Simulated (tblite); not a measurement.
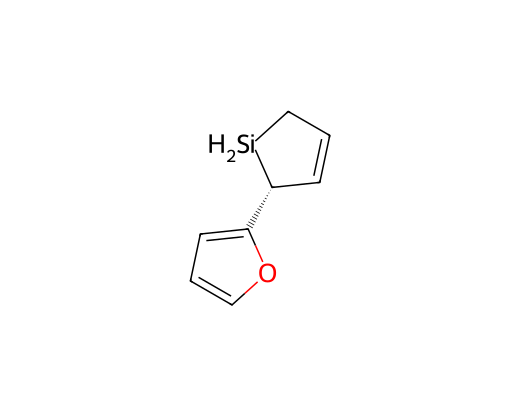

(Drawn from a calculation with tblite.)

Q: Give its SMILES.

A: C1=C[C@H](c2ccco2)[SiH2]C1

Q: What is the molecular formula?

A: C8H10OSi.

Q: An optimisation with GFN2-xTB gave a structure of which point group?

A: C1.
